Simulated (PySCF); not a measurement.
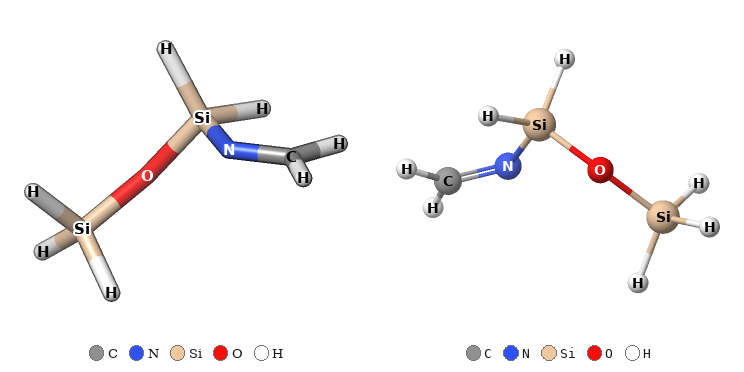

Both panels show the same species.

The geometry was computed by an optimisation with PBE0-D3(BJ)/def2-SVP. No frequency run is at hand to confirm it as a minimum.

Identify the structure.

It has 12 atoms: 1 carbon, 7 hydrogen, 1 nitrogen, 1 oxygen and 2 silicon (CH₇NOSi₂). Its SMILES string is `C=N[SiH2]O[SiH3]`. It has no ring. Among its groups: imine, Si–H bond, Si–O bond, Si–N bond. The point group is C1. Coordination: 1 C trigonal planar; 1 N bent; 2 Si tetrahedral; 1 O bent.

More results for the same structure follow; atom numbers are the same in all pictures, views and colours differ.

**Dipole moment**

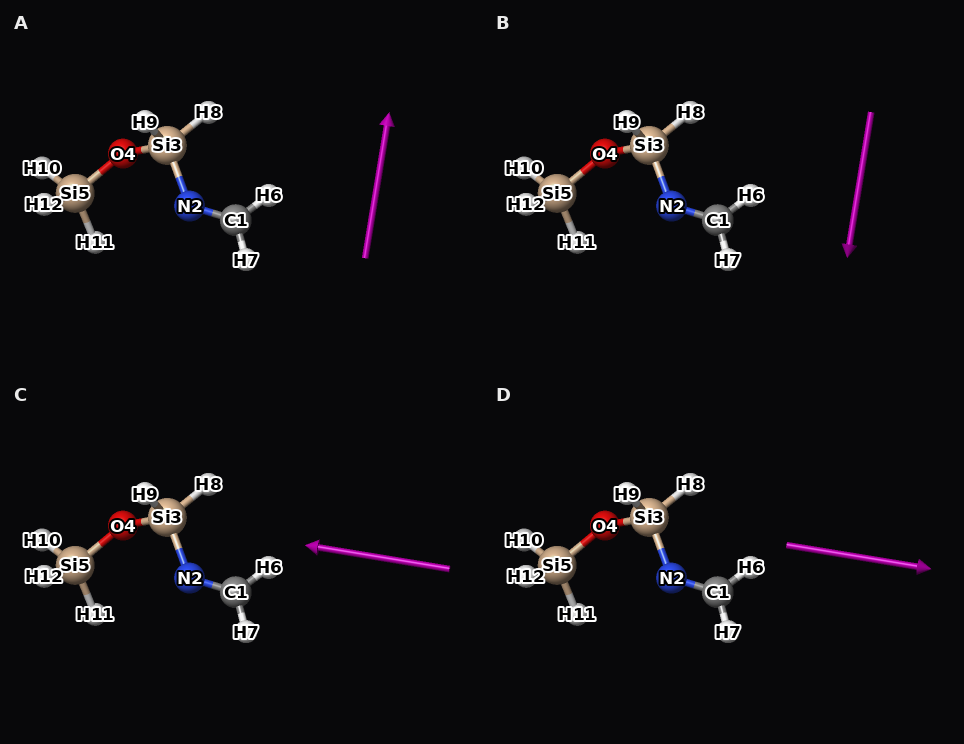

The same molecule four times, each with an arrow. No frequency run is at hand to confirm it as a minimum. Level of theory: PBE0/IGLO-III, gas phase (PySCF 2.14.0).

Question: Which arrow points along the dipole moment, from the negative to the positive end?

Answer: D. The dipole moment is 1.58 D; it points from the side of H10 to the side of H6 (the outermost atoms at the two ends).

**Core levels**

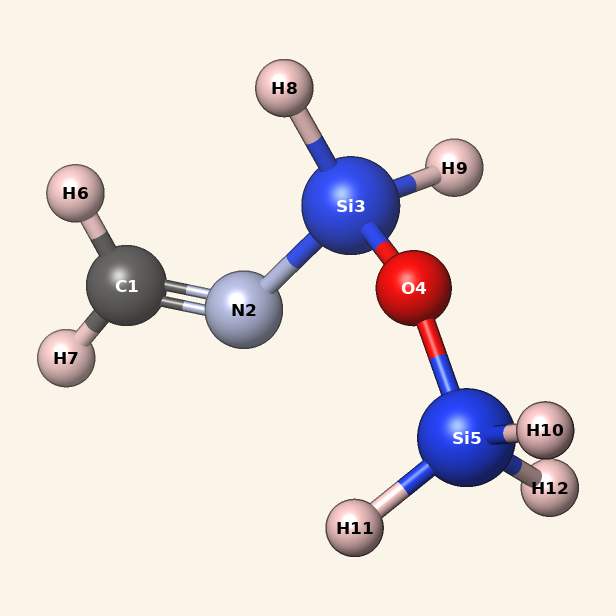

No frequency run is at hand to confirm it as a minimum. Level of theory: delta-SCF UKS SCAN, pcX-2 on the ionised atom, pcseg-1 elsewhere, non-relativistic (PySCF 2.14.0).

Give the core-electron binding energies (to vacuum; p and d levels without spin–orbit splitting) of C1 1s, N2 1s, Si3 1s, Si3 2p, O4 1s, Si5 1s, Si5 2p.

```
atom  level  binding energy (eV)
  C1     1s                292.3
  N2     1s                404.4
 Si3     1s               1843.2
 Si3     2p                107.8
  O4     1s                537.5
 Si5     1s               1843.0
 Si5     2p                107.7
```

**Charges**

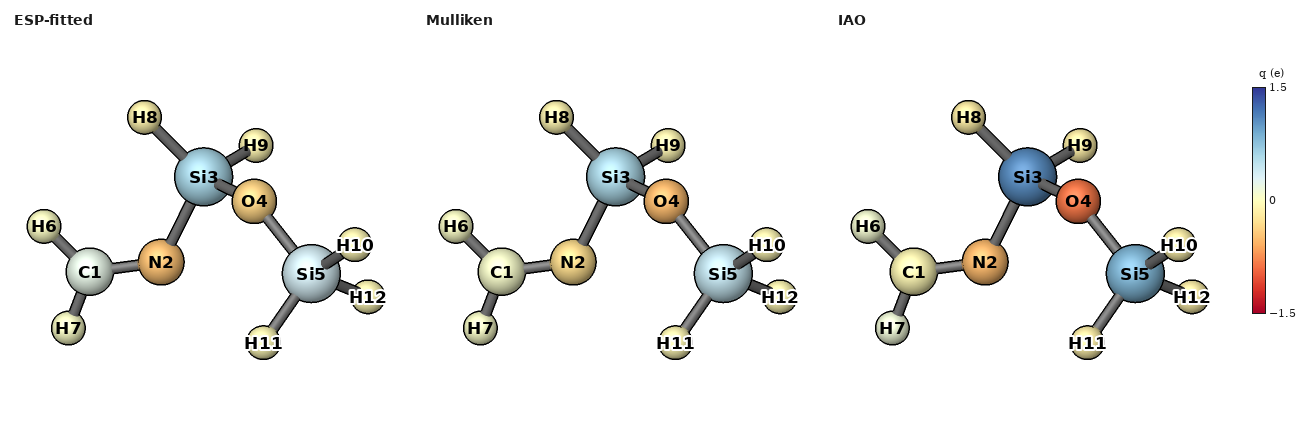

Atomic charges of one calculation by 3 schemes, on one colour scale. No frequency run is at hand to confirm it as a minimum. Level of theory: PBE0/cc-pVDZ (PySCF 2.14.0).

Question: Which scheme gives the most polar picture (largest mean size of the charges)?

Answer: The IAO charges are the largest in size here, and the Mulliken charges the smallest.

Question: On which atom do the schemes disagree most?

Answer: On Si3 (from 0.58 to 1.07 e); O4 (from −0.85 to −0.37 e).

List the charges (e), one line for each set of equivalent atoms.

```json
{"atom": "C1", "ESP-fitted": "0.22", "Mulliken": "0.07", "IAO": "−0.07"}
{"atom": "N2", "ESP-fitted": "−0.48", "Mulliken": "−0.31", "IAO": "−0.52"}
{"atom": "Si3", "ESP-fitted": "0.60", "Mulliken": "0.58", "IAO": "1.07"}
{"atom": "O4", "ESP-fitted": "−0.37", "Mulliken": "−0.51", "IAO": "−0.85"}
{"atom": "Si5", "ESP-fitted": "0.36", "Mulliken": "0.45", "IAO": "0.83"}
{"atom": "H6", "ESP-fitted": "0.02", "Mulliken": "0.04", "IAO": "0.10"}
{"atom": "H7", "ESP-fitted": "0.04", "Mulliken": "0.05", "IAO": "0.14"}
{"atom": "H8", "ESP-fitted": "−0.12", "Mulliken": "−0.09", "IAO": "−0.15"}
{"atom": "H9", "ESP-fitted": "−0.09", "Mulliken": "−0.08", "IAO": "−0.14"}
{"atom": "H10", "ESP-fitted": "−0.07", "Mulliken": "−0.06", "IAO": "−0.13"}
{"atom": "H11", "ESP-fitted": "−0.06", "Mulliken": "−0.06", "IAO": "−0.13"}
{"atom": "H12", "ESP-fitted": "−0.07", "Mulliken": "−0.07", "IAO": "−0.14"}
```

Mulliken values depend strongly on the basis set and can even reverse the polarity of a bond.
